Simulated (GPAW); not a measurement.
Band structure of MgS (Fm-3m, 2 atoms in the cell).

```
MgS
1.0
    0.00000     2.58050     2.58050
    2.58050     0.00000     2.58050
    2.58050     2.58050     0.00000
Mg S
1 1
Direct
  0.00000   0.00000   0.00000
  0.50000   0.50000   0.50000
```

Method: PBE, GPAW PAW datasets PBE (gpaw-data 1.0.1) (plane waves; GPAW 25.7.0).

Settings: mode = pw; ecut = 800 eV; xc = PBE; kpts = 9 9 9; mesh shift (steps) = 0 0 0; occupations.name = fermi-dirac; occupations.width = 0.01 eV; nbands = -8; convergence.forces = 0.001 eV/Å; convergence.bands = -6; symmetry.symmorphic = false; symmetry.tolerance = 0.0005; maxiter = 150; bandpath_npoints = 40.

The starting cell has typed, rounded lattice constants, without a prior relaxation at this level. Its lattice was rescaled by a random factor within 2.5 % of one.

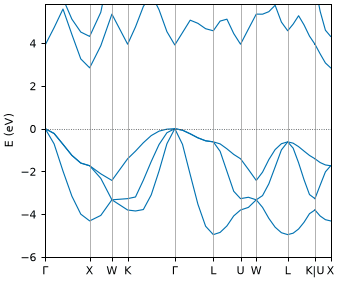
Figure: Bands along the path, energies from the top of the valence band on the SCF mesh.

Task: Read off roughly the gap and where its edges lie.

Result: The gap along the path is about 2.8 eV (computed: 2.85 eV), from Γ to X; the smallest direct gap on it is 3.92 eV.

Levels in eV from the top of the valence band on the SCF mesh, bands 5 to 12:
```csv
point,5,6,7,8,9,10,11,12
Γ,-12.81,0.00,0.00,0.00,3.92,7.91,7.91,7.91
X,-11.05,-4.31,-1.73,-1.73,2.85,4.32,12.26,12.74
W,-11.00,-3.33,-3.33,-2.42,5.36,7.97,7.97,8.15
K,-11.05,-3.80,-3.27,-1.41,3.95,6.73,9.77,10.19
L,-11.44,-4.95,-0.62,-0.62,4.58,6.92,6.92,10.45
U,-11.05,-3.80,-3.27,-1.41,3.95,6.73,9.77,10.19
```
